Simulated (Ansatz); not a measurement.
System: CH8GaNO (SMILES C[NH2+][GaH2-][OH]).

Input

```
crystal:
  periodic: [false, false, false]
  atoms:
    - {symbol: C, position_ang: [-1.394584, 1.351920, 0.260541]}
    - {symbol: Ga, position_ang: [-0.938804, -0.942960, -1.782186]}
    - {symbol: "N", position_ang: [-0.351150, 0.625174, -0.477117]}
    - {symbol: O, position_ang: [0.019737, -2.028506, -0.630438]}
    - {symbol: H, position_ang: [-1.987930, 1.955484, -0.440715]}
    - {symbol: H, position_ang: [-2.071018, 0.625219, 0.730645]}
    - {symbol: H, position_ang: [-0.979932, 2.013728, 1.038567]}
    - {symbol: H, position_ang: [0.204742, 0.020990, 0.139726]}
    - {symbol: H, position_ang: [0.299435, 1.265244, -0.935402]}
    - {symbol: H, position_ang: [-0.227760, -0.611967, -3.158482]}
    - {symbol: H, position_ang: [-2.510590, -0.978713, -1.602126]}
    - {symbol: H, position_ang: [0.208658, -2.925296, -0.927184]}
basis:
  gaussian: {orbitals: def2-TZVPD}
hamiltonian: {xc: {name: PBE0}}
output: {forces: true, orbitals: {seedname: orbitals}}
```

Launched as:

```sh
ansatz run input.yaml --threads 2 --pin off --max-ram 4350MiB --events-out events.jsonl --progress --plain --runs-dir runs
```

Geometry: B3LYP-D3(BJ)/def2-SVP.

Level of theory: isolated molecule in a Gaussian basis; Kohn-Sham density functional theory, functional PBE0 (Ansatz 0.2.0).

Question: What will maps of the electron density and electron localisation function show?

Answer: C–N (1.47 Å): the density is about 1.9 e/Å³ at the midpoint; the ELF peaks at about 0.95 between the atoms; a shared electron pair.
O–H (0.96 Å): the density is about 3.7 e/Å³ at the midpoint; the ELF climbs to about 1 towards the hydrogen, as it does in any bond to H: an ordinary covalent bond to hydrogen.
N–H (1.02 Å): the density is about 2.9 e/Å³ at the midpoint; the ELF climbs to about 1 towards the hydrogen (an ordinary covalent bond to hydrogen).
C–H (1.10 Å): the density is about 2 e/Å³ at the midpoint; the ELF climbs to about 1 towards the hydrogen: an ordinary covalent bond to hydrogen.

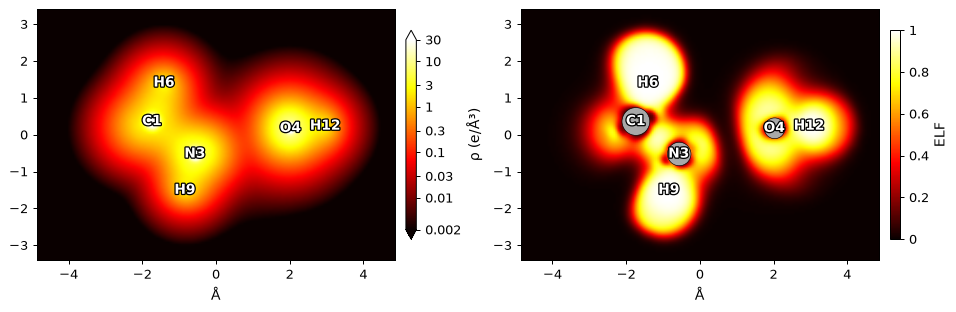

Computed electron density and electron localisation function on the plane of atoms N3, C1 and H6, in this order. Grey discs cover the atomic cores in the ELF map. 
